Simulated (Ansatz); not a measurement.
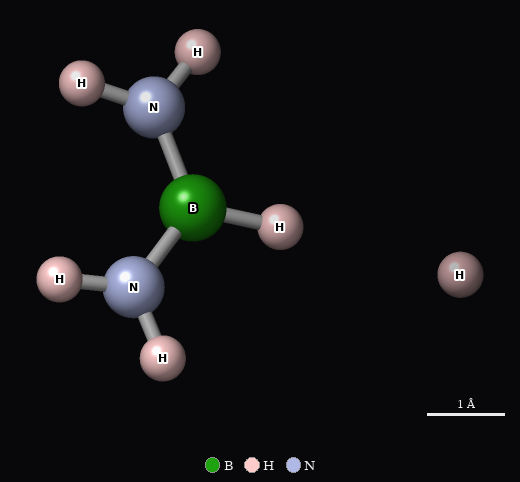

**Figure 1.** The structure as given in the input (ball-and-stick view, seen at a tilt). Bond lengths as drawn: B–H 1.21 Å, B–N 1.42 Å and H–N 1.01 to 1.02 Å.

**BN$_{2}$H$_{6}$: nudged elastic band**

System: BN$_{2}$H$_{6}$, multiplicity 2.
Method: UKS PBE/6-31G* (Ansatz 0.2.0).

It belongs to a series of runs on one base structure; here: band between the two ends.

## Log
```
Engine: ansatz 0.2.0, aarch64-unknown-linux-gnu
Functional definition: PBE
  parameter kappa = 0.804
  parameter beta = 0.06672455060314922
  exchange = pbe_x(kappa = kappa, mu = beta*pi^2/3)
  correlation = pbe_c(beta = beta)
777 factors; their error is unknown
mean field evaluation 1: about -3737.1613 eV, gradient 5.3e1 eV
mean field evaluation 2: about -3718.6427 eV, gradient 8.1e1 eV
mean field evaluation 4: about -3748.1780 eV, gradient 3.0e0 eV
mean field evaluation 8: about -3748.1881 eV, gradient 2.4e-2 eV
mean field -3748.18808750 eV, -137.7433716025 hartree, gradient 2.8e-5 eV, S^2 0.750003; 0 other end points of the search recorded, 0 dependent functions left out
the calculation of the forces begins
reference -3748.18812090 eV, -137.7433728298 hartree; 13, 12 occupied and 44, 45 virtual orbitals, 777 factors
777 factors; their error is unknown
mean field evaluation 16: about -3736.9897 eV, gradient 5.3e1 eV
mean field evaluation 32: about -3748.0441 eV, gradient 4.8e-6 eV
mean field -3748.04411561 eV, -137.7380807332 hartree, gradient 4.9e-6 eV, S^2 0.752912; 0 other end points of the search recorded, 0 dependent functions left out
[... from here on the field's lines of each further geometry are left out, up to the last ...]
NEB iter   1: max|band force component| = 1.251e1 eV/Å  barrier→ = 2.5181 eV  barrier← = 2.3741 eV  Δτ_max = 0.2000 Å  (271 SCF iters)
NEB iter   2: max|band force component| = 2.544e0 eV/Å  barrier→ = 1.5319 eV  barrier← = 1.3879 eV  Δτ_max = 0.2000 Å  (235 SCF iters)
NEB iter   3: max|band force component| = 8.491e-1 eV/Å  barrier→ = 1.1107 eV  barrier← = 0.9667 eV  Δτ_max = 0.1966 Å  (217 SCF iters)
NEB iter   4: max|band force component| = 6.821e-1 eV/Å  barrier→ = 0.8341 eV  barrier← = 0.6901 eV  Δτ_max = 0.1951 Å  (214 SCF iters)
NEB iter   5: max|band force component| = 6.040e-1 eV/Å  barrier→ = 0.6416 eV  barrier← = 0.4976 eV  Δτ_max = 0.1915 Å  (210 SCF iters)
NEB iter   6: max|band force component| = 4.165e-1 eV/Å  barrier→ = 0.5229 eV  barrier← = 0.3789 eV  CI = image 4  Δτ_max = 0.1942 Å  (216 SCF iters)
NEB iter   7: max|band force component| = 4.720e-1 eV/Å  barrier→ = 0.5298 eV  barrier← = 0.3858 eV  CI = image 4  Δτ_max = 0.0998 Å  (221 SCF iters)
NEB iter   8: max|band force component| = 4.196e-1 eV/Å  barrier→ = 0.4647 eV  barrier← = 0.3207 eV  CI = image 4  Δτ_max = 0.0997 Å  (211 SCF iters)
NEB iter   9: max|band force component| = 4.011e-1 eV/Å  barrier→ = 0.4172 eV  barrier← = 0.2732 eV  CI = image 4  Δτ_max = 0.1975 Å  (210 SCF iters)
NEB iter  10: max|band force component| = 4.100e-1 eV/Å  barrier→ = 0.3626 eV  barrier← = 0.2186 eV  CI = image 4  Δτ_max = 0.1977 Å  (207 SCF iters)
NEB iter  11: max|band force component| = 4.477e-1 eV/Å  barrier→ = 0.2922 eV  barrier← = 0.1483 eV  CI = image 4  Δτ_max = 0.0999 Å  (205 SCF iters)
NEB iter  12: max|band force component| = 3.231e-1 eV/Å  barrier→ = 0.2889 eV  barrier← = 0.1449 eV  CI = image 4  Δτ_max = 0.0999 Å  (206 SCF iters)
NEB iter  13: max|band force component| = 2.642e-1 eV/Å  barrier→ = 0.2820 eV  barrier← = 0.1380 eV  CI = image 4  Δτ_max = 0.1011 Å  (203 SCF iters)
NEB iter  14: max|band force component| = 2.042e-1 eV/Å  barrier→ = 0.2825 eV  barrier← = 0.1385 eV  CI = image 4  Δτ_max = 0.0439 Å  (205 SCF iters)
NEB iter  15: max|band force component| = 1.246e-1 eV/Å  barrier→ = 0.2801 eV  barrier← = 0.1361 eV  CI = image 4  Δτ_max = 0.0644 Å  (206 SCF iters)
NEB iter  16: max|band force component| = 6.297e-2 eV/Å  barrier→ = 0.2787 eV  barrier← = 0.1348 eV  CI = image 4  Δτ_max = 0.0614 Å  (202 SCF iters)
NEB iter  17: max|band force component| = 4.440e-2 eV/Å  barrier→ = 0.2785 eV  barrier← = 0.1345 eV  CI = image 4  Δτ_max = 0.0535 Å  (201 SCF iters)
the calculation of the forces begins
reference -3748.03736935 eV, -137.7378328126 hartree; 13, 12 occupied and 44, 45 virtual orbitals, 777 factors
777 factors; their error is unknown
mean field evaluation 1120: about -3747.9097 eV, gradient 6.4e-3 eV
mean field -3747.90970208 eV, -137.7331411269 hartree, gradient 1.7e-5 eV, S^2 0.755723; 1 other end points of the search recorded, 0 dependent functions left out
the calculation of the forces begins
reference -3747.90972878 eV, -137.7331421081 hartree; 13, 12 occupied and 44, 45 virtual orbitals, 777 factors
NEB iter  18: max|band force component| = 2.654e-2 eV/Å  barrier→ = 0.2784 eV  barrier← = 0.1344 eV  CI = image 4  Δτ_max = 0.0000 Å  (383 SCF iters)
```

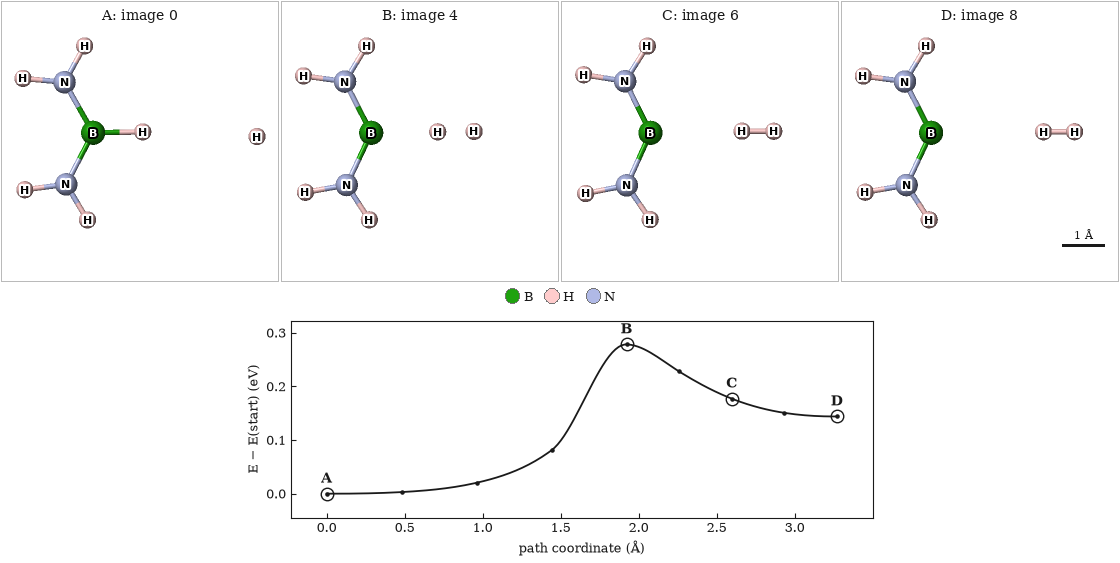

**Figure 2.** Images of the last band (counted from 0; ball-and-stick, seen on its broad side) above the energy along the path; the line is a cubic interpolation that uses the forces. The highest image is number 4, 0.278 eV above the start and 0.134 eV above the end (the climbing image); the end lies 0.144 eV above the start. The path is 3.27 Å long. The band converged in 18 iterations.

```
Total energy: -3747.90972878 eV, -137.7331421081 hartree
Atom 0 at     0.002490    -0.011352    -0.150941 Å, force     0.001477     0.003108    -0.014959 eV/Å
Atom 1 at    -0.002457    -0.461523     1.406465 Å, force     0.003447    -0.002945     0.008998 eV/Å
Atom 2 at     1.266884     0.085541    -0.768233 Å, force    -0.009373    -0.000276     0.019165 eV/Å
Atom 3 at     2.126586    -0.098847    -0.260624 Å, force     0.000300    -0.001805    -0.002229 eV/Å
Atom 4 at     1.424763     0.356569    -1.740778 Å, force    -0.001298     0.000336    -0.002617 eV/Å
Atom 5 at    -1.263769     0.226466    -0.723832 Å, force     0.000858    -0.001992    -0.013853 eV/Å
Atom 6 at    -2.123687     0.117564    -0.195191 Å, force     0.006801    -0.000684     0.007339 eV/Å
Atom 7 at    -1.422469     0.498618    -1.696091 Å, force    -0.001665     0.001829     0.002859 eV/Å
Atom 8 at    -0.008341    -0.713036     2.259223 Å, force    -0.000547     0.002430    -0.004703 eV/Å
Dipole moment:     0.000245     0.142235    -0.504772 e Å
this run last wrote the band of iteration 18 to [file]
```

## The last band as extended XYZ (Å, eV, eV/Å)
```
9
Properties=species:S:1:pos:R:3:forces:R:3 image=0 energy=-3748.18809
B     0.0242   -0.1023   -0.2618    0.0005   0.0091  -0.0051
H     0.0439   -0.5060    0.8783    0.0001  -0.0011   0.0034
N     1.2626    0.0798   -0.9365    0.0005  -0.0026   0.0007
H     2.1504   -0.1180   -0.4878   -0.0030  -0.0013   0.0000
H     1.3589    0.4144   -1.8925   -0.0007   0.0003   0.0005
N    -1.2360    0.1694   -0.8616   -0.0015  -0.0038   0.0017
H    -2.1075    0.0320   -0.3611    0.0038  -0.0010  -0.0004
H    -1.3652    0.5100   -1.8115    0.0004   0.0010  -0.0007
H    -0.1313   -0.4793    3.8645    0.0000  -0.0005  -0.0002
9
Properties=species:S:1:pos:R:3:forces:R:3 image=1 energy=-3748.18509
B     0.0179   -0.0462   -0.2049    0.0024   0.0043  -0.0016
H     0.0336   -0.3423    0.9684    0.0001  -0.0021  -0.0108
N     1.2592    0.0671   -0.8885    0.0001   0.0015   0.0034
H     2.1431   -0.0898   -0.4164    0.0038   0.0007  -0.0054
H     1.3629    0.3163   -1.8692   -0.0010  -0.0018  -0.0034
N    -1.2414    0.1704   -0.8282   -0.0063  -0.0003   0.0127
H    -2.1105    0.0867   -0.3120   -0.0042   0.0011  -0.0081
H    -1.3734    0.4284   -1.8032    0.0059  -0.0012  -0.0038
H    -0.0916   -0.5905    3.4839   -0.0008  -0.0022   0.0170
9
Properties=species:S:1:pos:R:3:forces:R:3 image=2 energy=-3748.16772
B     0.0038   -0.0043   -0.1531   -0.0005   0.0021  -0.0025
H     0.0043   -0.2390    1.0355    0.0010   0.0017  -0.0098
N     1.2557    0.0555   -0.8225    0.0009   0.0006  -0.0058
H     2.1286   -0.0947   -0.3279   -0.0016   0.0038  -0.0120
H     1.3798    0.2451   -1.8141   -0.0033   0.0008  -0.0092
N    -1.2491    0.1951   -0.7932   -0.0003  -0.0001  -0.0031
H    -2.1212    0.1429   -0.2777    0.0017   0.0026  -0.0134
H    -1.3748    0.3953   -1.7825    0.0029   0.0028  -0.0102
H    -0.0271   -0.6959    3.0655   -0.0009  -0.0143   0.0658
9
Properties=species:S:1:pos:R:3:forces:R:3 image=3 energy=-3748.10703
B     0.0016   -0.0208   -0.1115   -0.0009  -0.0049   0.0187
H     0.0006   -0.3273    1.0842    0.0018   0.0463  -0.1733
N     1.2576    0.0696   -0.7663    0.0044   0.0034  -0.0037
H     2.1266   -0.1015   -0.2712   -0.0055  -0.0019   0.0012
H     1.3940    0.3163   -1.7442   -0.0255   0.0012   0.0013
N    -1.2541    0.2145   -0.7299    0.0128  -0.0049  -0.0052
H    -2.1234    0.1246   -0.2144    0.0010   0.0021  -0.0044
H    -1.3879    0.4618   -1.7080    0.0129   0.0018   0.0021
H    -0.0150   -0.7373    2.5912   -0.0011  -0.0430   0.1633
9
Properties=species:S:1:pos:R:3:forces:R:3 image=4 energy=-3747.90970
B     0.0025   -0.0114   -0.1509    0.0015   0.0031  -0.0150
H    -0.0025   -0.4615    1.4065    0.0034  -0.0029   0.0090
N     1.2669    0.0855   -0.7682   -0.0094  -0.0003   0.0192
H     2.1266   -0.0988   -0.2606    0.0003  -0.0018  -0.0022
H     1.4248    0.3566   -1.7408   -0.0013   0.0003  -0.0026
N    -1.2638    0.2265   -0.7238    0.0009  -0.0020  -0.0139
H    -2.1237    0.1176   -0.1952    0.0068  -0.0007   0.0073
H    -1.4225    0.4986   -1.6961   -0.0017   0.0018   0.0029
H    -0.0083   -0.7130    2.2592   -0.0005   0.0024  -0.0047
9
Properties=species:S:1:pos:R:3:forces:R:3 image=5 energy=-3747.96022
B     0.0033    0.0137   -0.2309   -0.0003   0.0111  -0.0411
H     0.0009   -0.4615    1.6640    0.0019  -0.0335   0.1320
N     1.2729    0.0748   -0.8357   -0.0038   0.0105  -0.0276
H     2.1225   -0.0989   -0.3076    0.0000   0.0049  -0.0222
H     1.4474    0.3024   -1.8170    0.0168   0.0060  -0.0350
N    -1.2724    0.2273   -0.7861    0.0080   0.0049  -0.0359
H    -2.1170    0.1401   -0.2294    0.0010   0.0073  -0.0218
H    -1.4557    0.4623   -1.7640   -0.0221   0.0096  -0.0316
H    -0.0021   -0.6601    2.4368   -0.0015  -0.0209   0.0833
9
Properties=species:S:1:pos:R:3:forces:R:3 image=6 energy=-3748.01086
B     0.0020    0.0252   -0.2877    0.0026   0.0023   0.0042
H     0.0094   -0.4561    1.8927   -0.0140  -0.0166   0.0895
N     1.2726    0.0766   -0.8928    0.0263   0.0075  -0.0418
H     2.1235   -0.0798   -0.3611   -0.0180   0.0042  -0.0186
H     1.4482    0.2736   -1.8812   -0.0052   0.0026  -0.0131
N    -1.2735    0.2162   -0.8533   -0.0106   0.0045  -0.0362
H    -2.1196    0.1455   -0.2966    0.0099   0.0034  -0.0184
H    -1.4568    0.4216   -1.8386    0.0002   0.0048  -0.0142
H    -0.0058   -0.6229    2.6485    0.0089  -0.0128   0.0485
9
Properties=species:S:1:pos:R:3:forces:R:3 image=7 energy=-3748.03734
B     0.0055    0.0356   -0.3331    0.0011   0.0006  -0.0036
H    -0.0021   -0.4710    2.1084   -0.0005  -0.0060   0.0325
N     1.2719    0.0920   -0.9499   -0.0014   0.0022  -0.0095
H     2.1301   -0.0484   -0.4268   -0.0003   0.0014  -0.0069
H     1.4322    0.2736   -1.9438   -0.0027   0.0019  -0.0090
N    -1.2681    0.2071   -0.9125   -0.0009   0.0014  -0.0139
H    -2.1201    0.1406   -0.3653    0.0014   0.0016  -0.0056
H    -1.4405    0.3992   -1.9025    0.0032   0.0021  -0.0073
H    -0.0089   -0.6288    2.8555    0.0001  -0.0051   0.0232
9
Properties=species:S:1:pos:R:3:forces:R:3 image=8 energy=-3748.04412
B     0.0083    0.0119   -0.3859   -0.0002   0.0035  -0.0155
H    -0.0101   -0.5007    2.3122   -0.0005  -0.0064   0.0168
N     1.2716    0.1012   -1.0074    0.0027   0.0050  -0.0111
H     2.1357   -0.0493   -0.4970   -0.0025   0.0024  -0.0093
H     1.4206    0.3278   -1.9946   -0.0021  -0.0084   0.0289
N    -1.2623    0.1990   -0.9695   -0.0029   0.0052  -0.0120
H    -2.1198    0.1145   -0.4335    0.0024   0.0023  -0.0090
H    -1.4228    0.4372   -1.9522    0.0024  -0.0086   0.0289
H    -0.0212   -0.6416    3.0579    0.0005   0.0051  -0.0176
```

The run was set up as follows.

## Input
```yaml
crystal:
  periodic: [false, false, false]
  atoms:
    - { symbol: B, position_ang: [0.024234, -0.102332, -0.261761] }
    - { symbol: H, position_ang: [0.043865, -0.505985, 0.878277] }
    - { symbol: "N", position_ang: [1.262573, 0.079836, -0.936535] }
    - { symbol: H, position_ang: [2.150446, -0.117962, -0.487774] }
    - { symbol: H, position_ang: [1.358887, 0.414351, -1.892487] }
    - { symbol: "N", position_ang: [-1.236029, 0.169393, -0.861645] }
    - { symbol: H, position_ang: [-2.107488, 0.031963, -0.361104] }
    - { symbol: H, position_ang: [-1.365233, 0.510039, -1.811499] }
    - { symbol: H, position_ang: [-0.131255, -0.479304, 3.864527] }
magnetization:
  spin_polarized: true
  initial_magnetization: 1
basis:
  gaussian: { orbitals: "6-31G*" }
hamiltonian:
  xc: pbe
neb:
  order_check: false
  images: 7
  f_tol: 0.03
  max_iterations: 60
  final_atoms:
    - { symbol: B, position_ang: [0.00831713, 0.01185373, -0.38590529] }
    - { symbol: H, position_ang: [-0.01007945, -0.50068909, 2.31222453] }
    - { symbol: "N", position_ang: [1.27159069, 0.10117448, -1.00735419] }
    - { symbol: H, position_ang: [2.13571383, -0.04934373, -0.49704158] }
    - { symbol: H, position_ang: [1.42056036, 0.32780738, -1.99462708] }
    - { symbol: "N", position_ang: [-1.26227577, 0.19901638, -0.96948753] }
    - { symbol: H, position_ang: [-2.11980671, 0.11454434, -0.4334873] }
    - { symbol: H, position_ang: [-1.42283272, 0.43721668, -1.95221373] }
    - { symbol: H, position_ang: [-0.02118736, -0.64158118, 3.05789118] }
  initial_path:
    images:
      - { positions_ang: [[0.024234, -0.102332, -0.261761], [0.043865, -0.505985, 0.878277], [1.262573, 0.079836, -0.936535], [2.150446, -0.117962, -0.487774], [1.358887, 0.414351, -1.892487], [-1.236029, 0.169393, -0.861645], [-2.107488, 0.031963, -0.361104], [-1.365233, 0.510039, -1.811499], [-0.131255, -0.479304, 3.864527]] }
      - { positions_ang: [[0.01855046, -0.07870165, -0.19635885], [0.03587236, -0.39497402, 1.01840583], [1.2813818, 0.05750703, -0.89876043], [2.05811593, -0.32040427, -0.63462218], [1.47126353, 0.53767047, -1.67755029], [-1.26352103, 0.14007577, -0.83716678], [-2.08885496, -0.16398796, -0.44341327], [-1.41907287, 0.60679864, -1.69845247], [-0.09373521, -0.38398502, 3.49791745]] }
      - { positions_ang: [[0.01286692, -0.0550713, -0.13095669], [0.02787971, -0.28396304, 1.15853466], [1.30019059, 0.03517807, -0.86098586], [1.96578586, -0.52284654, -0.78147037], [1.58364006, 0.66098993, -1.46261359], [-1.29101307, 0.11075855, -0.81268857], [-2.07022192, -0.35993892, -0.52572254], [-1.47291274, 0.70355828, -1.58540593], [-0.05621543, -0.28866603, 3.13130789]] }
      - { positions_ang: [[0.00718338, -0.03144095, -0.06555454], [0.01988707, -0.17295206, 1.29866349], [1.31899939, 0.0128491, -0.82321129], [1.8734558, -0.72528881, -0.92831855], [1.69601659, 0.7843094, -1.24767688], [-1.3185051, 0.08144132, -0.78821035], [-2.05158888, -0.55588988, -0.60803182], [-1.5267526, 0.80031792, -1.4723594], [-0.01869564, -0.19334705, 2.76469834]] }
      - { positions_ang: [[0.00149984, -0.0078106, -0.00015238], [0.01189442, -0.06194108, 1.43879232], [1.33780819, -0.00947987, -0.78543672], [1.78112573, -0.92773108, -1.07516674], [1.80839313, 0.90762887, -1.03274018], [-1.34599714, 0.0521241, -0.76373213], [-2.03295585, -0.75184083, -0.69034109], [-1.58059247, 0.89707755, -1.35931287], [0.01882415, -0.09802806, 2.39808878]] }
      - { positions_ang: [[0.00320416, -0.00289452, -0.09659061], [0.00640096, -0.17162808, 1.65715037], [1.32125381, 0.01818372, -0.84091609], [1.86977276, -0.70813424, -0.93063545], [1.71143493, 0.7626735, -1.2732119], [-1.32506679, 0.08884717, -0.81517098], [-2.05466856, -0.53524454, -0.62612764], [-1.54115253, 0.78211233, -1.50753808], [0.00882127, -0.23391634, 2.56303938]] }
      - { positions_ang: [[0.00490848, 0.00202157, -0.19302884], [0.00090749, -0.28131508, 1.87550842], [1.30469944, 0.04584731, -0.89639546], [1.95841978, -0.4885374, -0.78610416], [1.61447674, 0.61771813, -1.51368363], [-1.30413645, 0.12557024, -0.86660983], [-2.07638128, -0.31864825, -0.5619142], [-1.5017126, 0.66714711, -1.6557633], [-0.00118161, -0.36980462, 2.72798998]] }
      - { positions_ang: [[0.00661281, 0.00693765, -0.28946706], [-0.00458598, -0.39100209, 2.09386648], [1.28814506, 0.07351089, -0.95187482], [2.04706681, -0.26894057, -0.64157287], [1.51751855, 0.47276276, -1.75415535], [-1.28320611, 0.16229331, -0.91804868], [-2.09809399, -0.10205195, -0.49770075], [-1.46227266, 0.55218189, -1.80398851], [-0.01118448, -0.5056929, 2.89294058]] }
      - { positions_ang: [[0.00831713, 0.01185373, -0.38590529], [-0.01007945, -0.50068909, 2.31222453], [1.27159069, 0.10117448, -1.00735419], [2.13571383, -0.04934373, -0.49704158], [1.42056036, 0.32780738, -1.99462708], [-1.26227577, 0.19901638, -0.96948753], [-2.11980671, 0.11454434, -0.4334873], [-1.42283272, 0.43721668, -1.95221373], [-0.02118736, -0.64158118, 3.05789118]] }
```

Launched with:
```bash
ansatz run input.yaml --threads 1 --pin off --max-ram 2048MiB --backend cpu --events-out ev --progress --plain --runs-dir out
```

## Summary

- outcome: converged
- barrier, forward: 0.278 eV
- barrier, backward: 0.134 eV
- hardware: 1 thread of Arm Neoverse V2, 24 GiB of memory available, shared host
- wall time: 4.4 min
- peak memory: 0.13 GiB

## Notes

The order of the saddle point was not checked.
